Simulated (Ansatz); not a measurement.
## A hypothetical structure for In3SbO4

Starting from a made-up structure for In3SbO4, the aim is the relaxed cell, its shortest contacts and, where a second run follows, its electronic structure.

Calculated with Ansatz 0.2.0; DFT, PBE, plane-wave PAW, files of the set soft_1, scalar-relativistic, no spin, cell and ions relaxed at zero pressure; PAW set soft_1, in the first sound run; inputs show where later runs differ.

## Step 1: Set-up

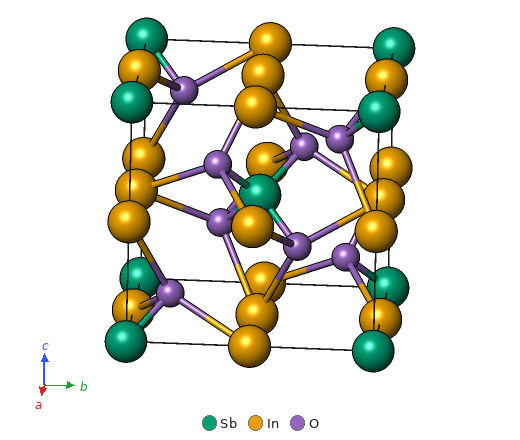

The cell as given, slightly off an axis (antimony teal, indium orange, oxygen purple). This picture shows the conventional cell, with its axes. Bonds to atoms that aren't drawn are left out. Some periodic images of atoms are drawn too.

As a file:

```cif
data_structure
_symmetry_space_group_name_H-M 'I-43m'
_symmetry_Int_Tables_number 217
_cell_length_a 6.7580
_cell_length_b 6.7580
_cell_length_c 6.7580
_cell_angle_alpha 90.000
_cell_angle_beta 90.000
_cell_angle_gamma 90.000
_cell_volume 308.64
loop_
_atom_site_label
_atom_site_type_symbol
_atom_site_symmetry_multiplicity
_atom_site_Wyckoff_symbol
_atom_site_fract_x
_atom_site_fract_y
_atom_site_fract_z
_atom_site_occupancy
Sb1 Sb 2 a 0.00000 0.00000 0.00000 1
In1 In 6 b 0.00000 0.50000 0.00000 1
O1 O 8 c 0.16500 0.83500 0.16500 1
```

## Step 2: Relaxing cell and atoms

The guess takes its coordinates from another compound and its volume from a rule, so the cell and any free coordinates are relaxed together.

The input, input.yaml:

```yaml
crystal:
  lattice:
    - [-3.379, 3.379, 3.379]
    - [3.379, -3.379, 3.379]
    - [3.379, 3.379, -3.379]
  atoms:
    - { symbol: Sb, position: [0.0, 0.0, 0.0] }
    - { symbol: In, position: [0.5, 0.0, 0.5] }
    - { symbol: In, position: [0.0, 0.5, 0.5] }
    - { symbol: In, position: [0.5, 0.5, 0.0] }
    - { symbol: O, position: [0.0, 0.33, 0.0] }
    - { symbol: O, position: [0.67, 0.67, 0.67] }
    - { symbol: O, position: [0.0, 0.0, 0.33] }
    - { symbol: O, position: [0.33, 0.0, 0.0] }
kpoints:
  mp_grid: { grid: [6, 6, 6] }
scf:
  occupations: { method: fermi_dirac, width: 0.05 }
hamiltonian:
  xc: pbe
  pseudopotentials: { kind: paw, azcp: { folder: soft_1 } }
relax:
  f_tol: 0.015
  max_steps: 70
  cell: {}
output:
  forces: true
  stress: true
```

Run with:

```
$ ansatz run input.yaml --threads 4 --pin off --max-ram 10240MiB --backend cpu --events-out ev --progress --plain --runs-dir out
```

Numbers of over 12 decimals in the logs are rounded to 6 here.

The log of the run:

```text
Engine: ansatz 0.2.0, aarch64-unknown-linux-gnu
Pseudopotentials: kind: paw
Pseudopotential: Sb, paw, valence charge 15, recommended cutoff 420 eV (normal), soft_1/Sb.paw.azcp
Pseudopotential: In, paw, valence charge 13, recommended cutoff 420 eV (normal), soft_1/In.paw.azcp
Pseudopotential: O, paw, valence charge 6, recommended cutoff 420 eV (normal), soft_1/O.paw.azcp
Functional definition: PBE
  parameter kappa = 0.804
  parameter beta = 0.066725
  exchange = pbe_x(kappa = kappa, mu = beta*pi^2/3)
  correlation = pbe_c(beta = beta)
Crystal: 8 atoms, lattice volume = 154.321 Å³
Basis set: ecut = 420 eV, 3043 PW (Γ), exchange–correlation on 80×80×80 points (8 copies of the dense FFT grid, shifted against one another)
Bands: 47, of which v1, the nominal top of the filled ones, is band 39 counted from 1 (38 counted from 0)
Symmetry: 24 space group operations
Space group: I-43m (ITA 217), of the structure as read, at distance tolerance 5.4e-5 Å
k-points: 16 of 216 (time reversal used)
Non-local potential: Sb, projectors of the file, l = 0: 2, l = 1: 2, l = 2: 2, l = 3: 1
Non-local potential: In, projectors of the file, l = 0: 2, l = 1: 2, l = 2: 2, l = 3: 1
Non-local potential: O, projectors of the file, l = 0: 2, l = 1: 2, l = 2: 1
PAW form: soft (Blöchl's): semilocal exchange-correlation on the pseudo side does not see the compensation charge
PAW one-centre angular grid: Sb, 590 points (default); XC on 64 Gauss nodes
PAW one-centre angular grid: In, 590 points (default); XC on 64 Gauss nodes
PAW one-centre angular grid: O, 110 points (default); XC on 64 Gauss nodes
Initial density: superposition of atomic densities (chi_scale 0.1, normalization cell, long waves kept (reshape's long-wave potential 0.11 eV rms))
Initial wavefunctions: pseudopotential atomic-orbital guess
Functional: x = pbe(κ = 0.804, μ = 0.219515), c = pbe(β = 0.066725)
SCF iter   1: F=—  HF=-25545.671375 eV  |F-HF|=—  |Δ(HF+E_count)|=         —  Δρ=5.20e-2  dr2=5.02e0  ethr=3.10e-3  ⟨swp⟩=6.2  Hψ=3118  notcnv=0  defer=1
preconditioner: auto → Resta (q_TF=auto, 2.435 Å⁻¹)  ε∞=4.1  [insulator: Δε(μ)=0.615 eV  Ē_g=14.049 eV  σ=0.050 eV  W_gap=1.00  n_scr=42 (ndim 8)  ℏωp=24.6 eV  f_vac=0.000  D(μ)=0.00/eV (n_scr^D=0)  ε∞_Penn≈4.1]
SCF iter   2: F=—  HF=-25544.420295 eV  |F-HF|=—  |Δ(HF+E_count)|=    1.25e0  Δρ=2.30e-2  dr2=1.18e0  ethr=3.10e-3  ⟨swp⟩=2.5  Hψ=1467  notcnv=0  defer=39
SCF iter   3: F=—  HF=-25544.095831 eV  |F-HF|=—  |Δ(HF+E_count)|=   3.24e-1  Δρ=5.59e-3  dr2=8.03e-2  ethr=1.51e-3  ⟨swp⟩=3.1  Hψ=1087  notcnv=0  defer=39
SCF iter   4: F=—  HF=-25544.081612 eV  |F-HF|=—  |Δ(HF+E_count)|=   1.42e-2  Δρ=1.30e-3  dr2=3.52e-3  ethr=1.03e-4  ⟨swp⟩=3.8  Hψ=1422  notcnv=0  defer=36
SCF iter   5: F=—  HF=-25544.083525 eV  |F-HF|=—  |Δ(HF+E_count)|=   1.91e-3  Δρ=3.31e-4  dr2=1.91e-4  ethr=4.51e-6  ⟨swp⟩=2.1  Hψ=967  notcnv=0  defer=36
SCF iter   6: F=—  HF=-25544.083657 eV  |F-HF|=—  |Δ(HF+E_count)|=   1.32e-4  Δρ=9.73e-5  dr2=1.22e-5  ethr=2.45e-7  ⟨swp⟩=2.0  Hψ=1340  notcnv=0  defer=36
SCF iter   7: F=—  HF=-25544.083698 eV  |F-HF|=—  |Δ(HF+E_count)|=   4.14e-5  Δρ=2.77e-5  dr2=9.88e-7  ethr=1.56e-8  ⟨swp⟩=2.0  Hψ=1339  notcnv=0  defer=36
SCF iter   8: F=-25544.083700 eV  HF=-25544.083700 eV  |F-HF|=8.32e-9  |Δ(HF+E_count)|=   1.85e-6  Δρ=5.84e-6  dr2=3.75e-8  ethr=1.28e-10  ⟨swp⟩=5.0  Hψ=2843  notcnv=0
SCF 1 converged in 8 iterations: F = -25544.083700 eV  dr2 = 3.75e-8
  greatest PAW one-centre occupation: 0.997 electrons in one spin orbital (limit 2), on the Sb atom at site 0 (counted from 0), in its partial waves of l = 2
relax step   1: F+E_penalty+E_count = -25544.08369992 eV  Δ(F+E_penalty+E_count) = +0.000e0 eV  max|allowed force component| = 2.699e-1 eV/Å  Δτ_max = 0.0000 Å  P = +0.707 GPa  Ω = 154.321 Å³  (8 SCF iters, dr2 threshold 1.00e-7 eV, accepted)
Crystal: 8 atoms, lattice volume = 171.746 Å³
Basis set: ecut = 420 eV, 3367 PW (Γ), exchange–correlation on 80×80×80 points (8 copies of the dense FFT grid, shifted against one another)
Initial density: handed on by an earlier stage of this run
Initial wavefunctions: those handed on with the density
iter 1 solved again at ethr=2.95e-4 eV; its pass at ethr=3.10e-3 eV (dr2=2.30e-1 eV) is discarded
SCF iter   1: F=—  HF=-25544.111129 eV  |F-HF|=—  |Δ(HF+E_count)|=         —  Δρ=1.37e-2  dr2=2.31e-1  ethr=2.95e-4  ⟨swp⟩=1.6  Hψ=4228  notcnv=0
preconditioner: auto → Resta (q_TF=auto, 2.392 Å⁻¹)  ε∞=4.1  [insulator: Δε(μ)=1.575 eV  Ē_g=13.194 eV  σ=0.050 eV  W_gap=1.00  n_scr=42 (ndim 8)  ℏωp=23.4 eV  f_vac=0.053  D(μ)=0.00/eV (n_scr^D=0)  ε∞_Penn≈4.1]
SCF iter   2: F=—  HF=-25544.070505 eV  |F-HF|=—  |Δ(HF+E_count)|=   4.06e-2  Δρ=6.15e-3  dr2=4.92e-2  ethr=2.95e-4  ⟨swp⟩=3.0  Hψ=1120  notcnv=0
SCF iter   3: F=—  HF=-25544.063775 eV  |F-HF|=—  |Δ(HF+E_count)|=   6.73e-3  Δρ=2.97e-3  dr2=1.52e-2  ethr=6.31e-5  ⟨swp⟩=2.1  Hψ=1159  notcnv=0  defer=23
SCF iter   4: F=—  HF=-25544.060917 eV  |F-HF|=—  |Δ(HF+E_count)|=   2.86e-3  Δρ=6.05e-4  dr2=5.69e-4  ethr=1.94e-5  ⟨swp⟩=2.0  Hψ=1017  notcnv=0  defer=23
SCF iter   5: F=—  HF=-25544.061159 eV  |F-HF|=—  |Δ(HF+E_count)|=   2.42e-4  Δρ=1.72e-4  dr2=6.70e-5  ethr=7.30e-7  ⟨swp⟩=2.0  Hψ=1308  notcnv=0  defer=23
SCF iter   6: F=—  HF=-25544.061204 eV  |F-HF|=—  |Δ(HF+E_count)|=   4.53e-5  Δρ=4.52e-5  dr2=3.06e-6  ethr=8.59e-8  ⟨swp⟩=2.0  Hψ=1314  notcnv=0  defer=23
SCF iter   7: F=-25544.061212 eV  HF=-25544.061212 eV  |F-HF|=2.66e-7  |Δ(HF+E_count)|=   7.76e-6  Δρ=8.96e-6  dr2=1.68e-7  ethr=1.03e-9  ⟨swp⟩=5.0  Hψ=2792  notcnv=0
SCF 2 converged in 7 iterations: F = -25544.061212 eV  dr2 = 1.68e-7
relax step   2: F+E_penalty+E_count = -25544.06121188 eV  Δ(F+E_penalty+E_count) = +2.249e-2 eV  max|allowed force component| = 8.083e-2 eV/Å  Δτ_max = 0.0865 Å  P = -1.544 GPa  Ω = 171.746 Å³  energy of the carried Pulay correction = -2.141e-2 eV  (7 SCF iters, dr2 threshold 8.00e-7 eV, rejected (line search))
Crystal: 8 atoms, lattice volume = 159.195 Å³
Basis set: ecut = 420 eV, 3103 PW (Γ), exchange–correlation on 80×80×80 points (8 copies of the dense FFT grid, shifted against one another)
iter 1 solved again at ethr=4.98e-5 eV; its pass at ethr=3.10e-3 eV (dr2=3.88e-2 eV) is discarded
SCF iter   1: F=—  HF=-25544.129628 eV  |F-HF|=—  |Δ(HF+E_count)|=         —  Δρ=4.93e-3  dr2=3.94e-2  ethr=4.98e-5  ⟨swp⟩=2.1  Hψ=3854  notcnv=0
preconditioner: auto → Resta (q_TF=auto, 2.422 Å⁻¹)  ε∞=4.3  [insulator: Δε(μ)=1.224 eV  Ē_g=13.459 eV  σ=0.050 eV  W_gap=1.00  n_scr=42 (ndim 8)  ℏωp=24.3 eV  f_vac=0.017  D(μ)=0.00/eV (n_scr^D=0)  ε∞_Penn≈4.3]
SCF iter   2: F=—  HF=-25544.122273 eV  |F-HF|=—  |Δ(HF+E_count)|=   7.36e-3  Δρ=2.60e-3  dr2=1.27e-2  ethr=4.98e-5  ⟨swp⟩=2.1  Hψ=868  notcnv=0
SCF iter   3: F=—  HF=-25544.120173 eV  |F-HF|=—  |Δ(HF+E_count)|=   2.10e-3  Δρ=1.81e-3  dr2=4.95e-3  ethr=1.63e-5  ⟨swp⟩=2.0  Hψ=1391  notcnv=0
SCF iter   4: F=—  HF=-25544.119189 eV  |F-HF|=—  |Δ(HF+E_count)|=   9.85e-4  Δρ=3.69e-4  dr2=2.02e-4  ethr=6.34e-6  ⟨swp⟩=2.0  Hψ=975  notcnv=0
SCF iter   5: F=—  HF=-25544.119275 eV  |F-HF|=—  |Δ(HF+E_count)|=   8.65e-5  Δρ=8.37e-5  dr2=1.21e-5  ethr=2.59e-7  ⟨swp⟩=2.0  Hψ=1142  notcnv=0
SCF iter   6: F=—  HF=-25544.119313 eV  |F-HF|=—  |Δ(HF+E_count)|=   3.82e-5  Δρ=2.35e-5  dr2=7.58e-7  ethr=1.56e-8  ⟨swp⟩=2.0  Hψ=1243  notcnv=0
SCF iter   7: F=—  HF=-25544.119316 eV  |F-HF|=—  |Δ(HF+E_count)|=   2.33e-6  Δρ=5.28e-6  dr2=4.62e-8  ethr=9.71e-10  ⟨swp⟩=2.0  Hψ=1292  notcnv=0
SCF iter   8: F=—  HF=-25544.119316 eV  |F-HF|=—  |Δ(HF+E_count)|=   6.99e-8  Δρ=9.98e-7  dr2=1.37e-9  ethr=5.92e-11  ⟨swp⟩=2.0  Hψ=1278  notcnv=0
SCF iter   9: F=—  HF=-25544.119316 eV  |F-HF|=—  |Δ(HF+E_count)|=   2.41e-9  Δρ=2.46e-7  dr2=8.78e-11  ethr=1.76e-12  ⟨swp⟩=2.0  Hψ=1376  notcnv=0
SCF iter  10: F=-25544.119316 eV  HF=-25544.119316 eV  |F-HF|=1.46e-11  |Δ(HF+E_count)|=  3.64e-11  Δρ=6.09e-8  dr2=5.98e-12  ethr=1.00e-12  ⟨swp⟩=4.2  Hψ=2683  notcnv=0
SCF 3 converged in 10 iterations: F = -25544.119316 eV  dr2 = 5.98e-12
relax step   3: F+E_penalty+E_count = -25544.11931575 eV  Δ(F+E_penalty+E_count) = -3.562e-2 eV  max|allowed force component| = 2.459e-1 eV/Å  Δτ_max = 0.0533 Å  P = +1.606 GPa  Ω = 159.195 Å³  energy of the carried Pulay correction = -6.229e-3 eV  (10 SCF iters, accepted)
Crystal: 8 atoms, lattice volume = 161.688 Å³
iter 1 solved again at ethr=9.32e-6 eV; its pass at ethr=3.10e-3 eV (dr2=7.27e-3 eV) is discarded
SCF iter   1: F=—  HF=-25544.135908 eV  |F-HF|=—  |Δ(HF+E_count)|=         —  Δρ=2.60e-3  dr2=7.46e-3  ethr=9.32e-6  ⟨swp⟩=1.9  Hψ=3746  notcnv=0
preconditioner: auto → Resta (q_TF=auto, 2.416 Å⁻¹)  ε∞=4.3  [insulator: Δε(μ)=1.273 eV  Ē_g=13.340 eV  σ=0.050 eV  W_gap=1.00  n_scr=42 (ndim 8)  ℏωp=24.1 eV  f_vac=0.028  D(μ)=0.00/eV (n_scr^D=0)  ε∞_Penn≈4.3]
SCF iter   2: F=—  HF=-25544.134600 eV  |F-HF|=—  |Δ(HF+E_count)|=   1.31e-3  Δρ=9.28e-4  dr2=9.66e-4  ethr=9.32e-6  ⟨swp⟩=2.1  Hψ=1328  notcnv=0
SCF iter   3: F=—  HF=-25544.134505 eV  |F-HF|=—  |Δ(HF+E_count)|=   9.50e-5  Δρ=4.42e-4  dr2=2.16e-4  ethr=1.24e-6  ⟨swp⟩=2.0  Hψ=950  notcnv=0
SCF iter   4: F=—  HF=-25544.134578 eV  |F-HF|=—  |Δ(HF+E_count)|=   7.27e-5  Δρ=7.16e-5  dr2=1.45e-5  ethr=2.77e-7  ⟨swp⟩=2.9  Hψ=1392  notcnv=0
SCF iter   5: F=—  HF=-25544.134582 eV  |F-HF|=—  |Δ(HF+E_count)|=   4.91e-6  Δρ=2.01e-5  dr2=9.08e-7  ethr=1.85e-8  ⟨swp⟩=2.0  Hψ=1376  notcnv=0
SCF iter   6: F=-25544.134583 eV  HF=-25544.134583 eV  |F-HF|=6.57e-8  |Δ(HF+E_count)|=   8.05e-7  Δρ=4.99e-6  dr2=4.50e-8  ethr=1.03e-9  ⟨swp⟩=4.9  Hψ=2634  notcnv=0
SCF 4 converged in 6 iterations: F = -25544.134583 eV  dr2 = 4.50e-8
relax step   4: F+E_penalty+E_count = -25544.13458333 eV  Δ(F+E_penalty+E_count) = -1.527e-2 eV  max|allowed force component| = 1.497e-2 eV/Å  Δτ_max = 0.0079 Å  P = -0.020 GPa  Ω = 161.688 Å³  energy of the carried Pulay correction = -9.341e-3 eV  (6 SCF iters, dr2 threshold 8.00e-7 eV, accepted)
Initial wavefunctions: pseudopotential atomic-orbital guess (no wavefunctions were taken with the density)
iter 1 solved again at ethr=1.37e-7 eV; its pass at ethr=3.10e-3 eV (dr2=1.07e-4 eV) is discarded
SCF iter   1: F=—  HF=-25544.146130 eV  |F-HF|=—  |Δ(HF+E_count)|=         —  Δρ=2.77e-4  dr2=1.63e-5  ethr=1.37e-7  ⟨swp⟩=3.6  Hψ=5542  notcnv=0
preconditioner: auto → Resta (q_TF=auto, 2.416 Å⁻¹)  ε∞=4.3  [insulator: Δε(μ)=1.287 eV  Ē_g=13.347 eV  σ=0.050 eV  W_gap=1.00  n_scr=42 (ndim 8)  ℏωp=24.1 eV  f_vac=0.027  D(μ)=0.00/eV (n_scr^D=0)  ε∞_Penn≈4.3]
SCF iter   2: F=—  HF=-25544.146509 eV  |F-HF|=—  |Δ(HF+E_count)|=   3.80e-4  Δρ=1.32e-4  dr2=5.47e-6  ethr=2.09e-8  ⟨swp⟩=2.0  Hψ=1296  notcnv=0
SCF iter   3: F=—  HF=-25544.146602 eV  |F-HF|=—  |Δ(HF+E_count)|=   9.30e-5  Δρ=6.00e-5  dr2=6.94e-7  ethr=7.02e-9  ⟨swp⟩=2.0  Hψ=955  notcnv=0
SCF iter   4: F=—  HF=-25544.146622 eV  |F-HF|=—  |Δ(HF+E_count)|=   1.99e-5  Δρ=3.13e-6  dr2=5.33e-9  ethr=8.89e-10  ⟨swp⟩=2.0  Hψ=1296  notcnv=0
SCF iter   5: F=—  HF=-25544.146622 eV  |F-HF|=—  |Δ(HF+E_count)|=   5.84e-9  Δρ=9.47e-7  dr2=1.17e-9  ethr=6.84e-12  ⟨swp⟩=2.0  Hψ=1278  notcnv=0
SCF iter   6: F=-25544.146622 eV  HF=-25544.146622 eV  |F-HF|=1.09e-10  |Δ(HF+E_count)|=   1.82e-9  Δρ=1.88e-7  dr2=7.77e-11  ethr=1.00e-12  ⟨swp⟩=3.4  Hψ=3119  notcnv=0
SCF 5 converged in 6 iterations: F = -25544.146622 eV  dr2 = 7.77e-11
relax step   5: F+E_penalty+E_count = -25544.14662210 eV  Δ(F+E_penalty+E_count) = -1.204e-2 eV  max|allowed force component| = 1.492e-2 eV/Å  Δτ_max = 0.0000 Å  P = +0.106 GPa  Ω = 161.688 Å³  stress off target by 1.06e-1 GPa  SCF on the basis re-selected at this cell (its energy is not comparable with the rows above)  (6 SCF iters)
basis re-selected at this cell: Δ(F+E_penalty+E_count) = -1.204e-2 eV, ΔP = +0.126 GPa vs the last step (what re-selecting the basis moved, of the pressure what is left beyond the Pulay correction that the steps carried, after the strain that the cell walked since its last selection, with what the two solves' SCF thresholds leave and, on support functions, any second-order correction that the steps lacked; it is no m [...]
Crystal: 8 atoms, lattice volume = 162.422 Å³
iter 1 solved again at ethr=4.64e-7 eV; its pass at ethr=3.10e-3 eV (dr2=3.62e-4 eV) is discarded
SCF iter   1: F=—  HF=-25544.146198 eV  |F-HF|=—  |Δ(HF+E_count)|=         —  Δρ=5.60e-4  dr2=3.69e-4  ethr=4.64e-7  ⟨swp⟩=2.1  Hψ=3314  notcnv=0
preconditioner: auto → Resta (q_TF=auto, 2.414 Å⁻¹)  ε∞=4.2  [insulator: Δε(μ)=1.306 eV  Ē_g=13.337 eV  σ=0.050 eV  W_gap=1.00  n_scr=42 (ndim 8)  ℏωp=24.0 eV  f_vac=0.027  D(μ)=0.00/eV (n_scr^D=0)  ε∞_Penn≈4.2]
SCF iter   2: F=—  HF=-25544.146138 eV  |F-HF|=—  |Δ(HF+E_count)|=   6.01e-5  Δρ=2.60e-4  dr2=8.03e-5  ethr=4.64e-7  ⟨swp⟩=2.0  Hψ=979  notcnv=0
SCF iter   3: F=—  HF=-25544.146173 eV  |F-HF|=—  |Δ(HF+E_count)|=   3.57e-5  Δρ=1.26e-4  dr2=2.46e-5  ethr=1.03e-7  ⟨swp⟩=2.0  Hψ=1093  notcnv=0
SCF iter   4: F=—  HF=-25544.146160 eV  |F-HF|=—  |Δ(HF+E_count)|=   1.39e-5  Δρ=2.29e-5  dr2=8.35e-7  ethr=3.15e-8  ⟨swp⟩=2.0  Hψ=966  notcnv=0
SCF iter   5: F=—  HF=-25544.146160 eV  |F-HF|=—  |Δ(HF+E_count)|=   3.54e-7  Δρ=6.29e-6  dr2=8.15e-8  ethr=1.07e-9  ⟨swp⟩=2.0  Hψ=1203  notcnv=0
SCF iter   6: F=-25544.146160 eV  HF=-25544.146160 eV  |F-HF|=6.07e-9  |Δ(HF+E_count)|=   6.68e-8  Δρ=1.59e-6  dr2=4.09e-9  ethr=3.60e-11  ⟨swp⟩=4.9  Hψ=2787  notcnv=0
SCF 6 converged in 6 iterations: F = -25544.146160 eV  dr2 = 4.09e-9
relax step   6: F+E_penalty+E_count = -25544.14616000 eV  Δ(F+E_penalty+E_count) = +4.621e-4 eV  max|allowed force component| = 7.064e-4 eV/Å  Δτ_max = 0.0036 Å  P = +0.015 GPa  Ω = 162.422 Å³  energy of the carried Pulay correction = -9.344e-4 eV  (6 SCF iters, dr2 threshold 2.81e-8 eV, accepted)
iter 1 solved again at ethr=1.04e-7 eV; its pass at ethr=3.10e-3 eV (dr2=8.08e-5 eV) is discarded
SCF iter   1: F=—  HF=-25544.147000 eV  |F-HF|=—  |Δ(HF+E_count)|=         —  Δρ=1.97e-5  dr2=8.86e-8  ethr=1.04e-7  ⟨swp⟩=3.6  Hψ=5565  notcnv=0
preconditioner: auto → Resta (q_TF=auto, 2.414 Å⁻¹)  ε∞=4.2  [insulator: Δε(μ)=1.299 eV  Ē_g=13.338 eV  σ=0.050 eV  W_gap=1.00  n_scr=42 (ndim 8)  ℏωp=24.0 eV  f_vac=0.027  D(μ)=0.00/eV (n_scr^D=0)  ε∞_Penn≈4.2]
SCF iter   2: F=—  HF=-25544.147045 eV  |F-HF|=—  |Δ(HF+E_count)|=   4.53e-5  Δρ=9.76e-6  dr2=2.25e-8  ethr=1.14e-10  ⟨swp⟩=2.6  Hψ=1372  notcnv=0
SCF iter   3: F=—  HF=-25544.147045 eV  |F-HF|=—  |Δ(HF+E_count)|=   5.46e-8  Δρ=1.23e-6  dr2=6.39e-10  ethr=2.89e-11  ⟨swp⟩=2.0  Hψ=1296  notcnv=0
SCF iter   4: F=—  HF=-25544.147045 eV  |F-HF|=—  |Δ(HF+E_count)|=   1.22e-9  Δρ=1.98e-7  dr2=9.17e-11  ethr=1.00e-12  ⟨swp⟩=5.0  Hψ=2949  notcnv=0
SCF iter   5: F=-25544.147045 eV  HF=-25544.147045 eV  |F-HF|=7.28e-12  |Δ(HF+E_count)|=  1.38e-10  Δρ=1.16e-7  dr2=2.25e-11  ethr=1.00e-12  ⟨swp⟩=4.9  Hψ=2641  notcnv=0
SCF 7 converged in 5 iterations: F = -25544.147045 eV  dr2 = 2.25e-11
relax step   7: F+E_penalty+E_count = -25544.14704501 eV  Δ(F+E_penalty+E_count) = -8.850e-4 eV  max|allowed force component| = 7.356e-4 eV/Å  Δτ_max = 0.0000 Å  P = +0.019 GPa  Ω = 162.422 Å³  stress off target by 1.88e-2 GPa  SCF on the basis re-selected at this cell (its energy is not comparable with the rows above)  (5 SCF iters)
basis re-selected at this cell: Δ(F+E_penalty+E_count) = -8.850e-4 eV, ΔP = +0.004 GPa vs the last step (what re-selecting the basis moved, of the pressure what is left beyond the Pulay correction that the steps carried, after the strain that the cell walked since its last selection, with what the two solves' SCF thresholds leave and, on support functions, any second-order correction that the steps lacked; it is no m [...]
SCF converged after 5 iterations
Free energy (F): -25544.147045 eV
Harris-Foulkes:  -25544.147045 eV  (|F-HF|=7.28e-12)
Internal energy: -25544.147045 eV  (E = F + TS)
E sigma→0 (E₀):  -25544.147045 eV
Entropy (-TS):   -0.000000 eV (-0.000 meV/atom)
Fermi energy:    7.111114 eV
--- Per-component energies (eV) ---
  E_band       = -422.875077
  E_kinetic    = 1470.760489
  E_local      = -6806.778657  (includes V_loc(G=0)·N_el)
  E_nonlocal   = 1583.468222
  E_hartree    = 2695.048536
  E_xc         = -814.289475
  E_vxc        = -722.911633  (∫ρ·V_xc dr)
  E_paw        = -17807.318267  (= ΣΔE_a)
  E_vpaw       = -1337.514328  (= ΣTr[D̂ρ^β])
  E_aug_tail   = 0.003520  (compensation charges beyond the density's cutoff)
  E_ewald      = -5865.041414
  E_smearing   = -0.000000  (= −TS)
  E_closure    = -0.000000  (closes the sum)
  Σ components = -25544.147045   (vs F -25544.147045, Δ=0.00e0)
--- Forces (eV/Å), atoms counted from 1 ---
  atom   1  Sb     0.00000000    -0.00000000    -0.00000000
  atom   2  In     0.00000000     0.00000000    -0.00000000
  atom   3  In     0.00000000    -0.00000000     0.00000000
  atom   4  In    -0.00000000     0.00000000    -0.00000000
  atom   5  O     -0.00073561     0.00073561    -0.00073561
  atom   6  O      0.00073561     0.00073561     0.00073561
  atom   7  O     -0.00073561    -0.00073561     0.00073561
  atom   8  O      0.00073561    -0.00073561    -0.00073561
  max |Σ_I F_I| component: 8.75e-17 eV/Å
--- Stress (GPa, compression-positive) ---
        0.018771      -0.000000      -0.000000
        0.000000       0.018771      -0.000000
        0.000000      -0.000000       0.018771
  P = ⅓ Tr σ = 0.0188 GPa (0.188 kbar)
--- Relaxed structure (5 steps of the walk, 4 accepted, 2 SCFs on fresh bases) ---
  F+E_penalty+E_count = -25544.14704501 eV   max|allowed force component| = 7.356e-4 eV/Å   (the final SCF, on the basis selected at the relaxed cell)
  cell:  # Å, volume = 162.4225 Å³
    - [-3.437126, 3.437126, 3.437126]
    - [3.437126, -3.437126, 3.437126]
    - [3.437126, 3.437126, -3.437126]
  atoms:
    - { symbol: Sb, position: [0, 0, 0] }
    - { symbol: In, position: [0.5, 0, 0.5] }
    - { symbol: In, position: [0, 0.5, 0.5] }
    - { symbol: In, position: [0.5, 0.5, 0] }
    - { symbol: O, position: [0.0, 0.321628, 0.0] }
    - { symbol: O, position: [0.678372, 0.678372, 0.678372] }
    - { symbol: O, position: [0.0, 0.0, 0.321628] }
    - { symbol: O, position: [0.321628, 0.0, 0.0] }
```

Run time: 17 s. Hardware: 4 threads of Arm Neoverse V2, shared host; peak memory 0.49 GiB.

(Part 1 of 2 ends here.)

[Logs are printed without paths, hosts, clocks, repeated set-up lines and the standing remarks that a program may print on its own settings, such as how far it seeks lower states.]

[Hosts, paths, dates, database ids (printed as entryN), source tags and the programs' standing remarks are cut or masked in the printed files.]
